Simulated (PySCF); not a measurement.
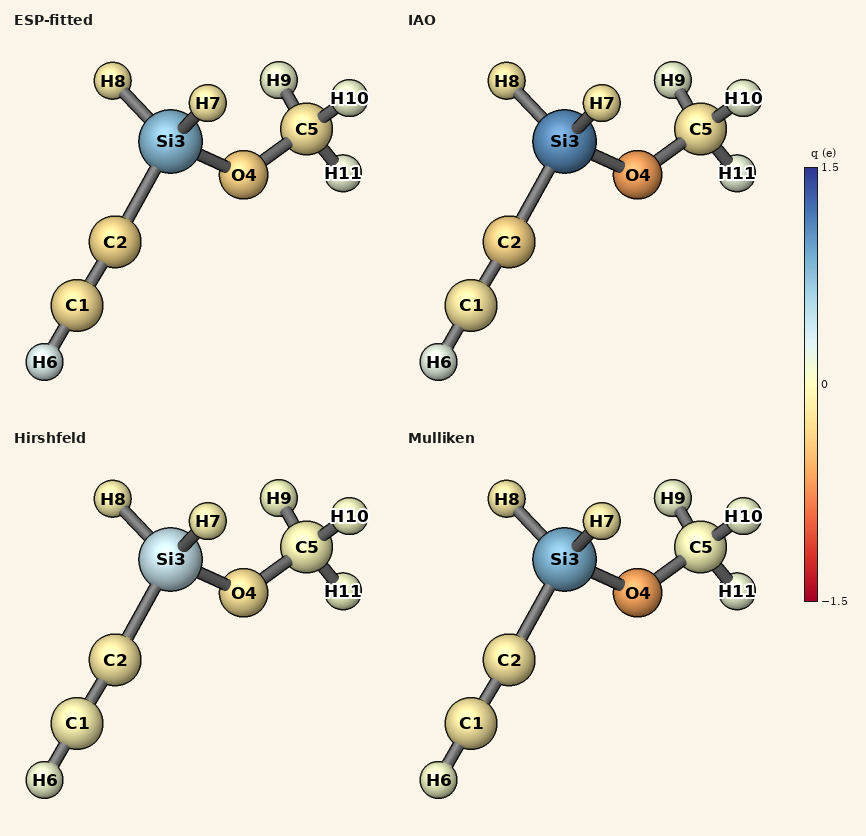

Atomic charges of one calculation by 4 schemes, on one colour scale. Geometry: a distorted geometry made from a computed GFN2-xTB structure, not a minimum. Computed with PBE0/pcSseg-1 (PySCF 2.14.0).

> Which scheme gives the most polar picture (largest mean size of the charges)?

The IAO charges are the largest in size here, and the Hirshfeld charges the smallest.

> On which atom do the schemes disagree most?

On Si3 (from 0.42 to 1.03 e).

List the charges (e), one line for each set of equivalent atoms. Atoms whose distances differ by more than 0.02 Å in this geometry are listed apart.

| atom | ESP-fitted | IAO | Hirshfeld | Mulliken |
| --- | --- | --- | --- | --- |
| C1 | −0.25 | −0.18 | −0.08 | −0.17 |
| C2 | −0.30 | −0.33 | −0.15 | −0.17 |
| Si3 | 0.77 | 1.03 | 0.42 | 0.84 |
| O4 | −0.35 | −0.63 | −0.22 | −0.63 |
| C5 | −0.20 | −0.20 | −0.03 | 0.00 |
| H6 | 0.28 | 0.20 | 0.10 | 0.07 |
| H7 | −0.14 | −0.15 | −0.08 | −0.12 |
| H8 | −0.14 | −0.15 | −0.08 | −0.12 |
| H9 | 0.10 | 0.13 | 0.04 | 0.10 |
| H10 | 0.10 | 0.13 | 0.04 | 0.10 |
| H11 | 0.13 | 0.16 | 0.05 | 0.12 |
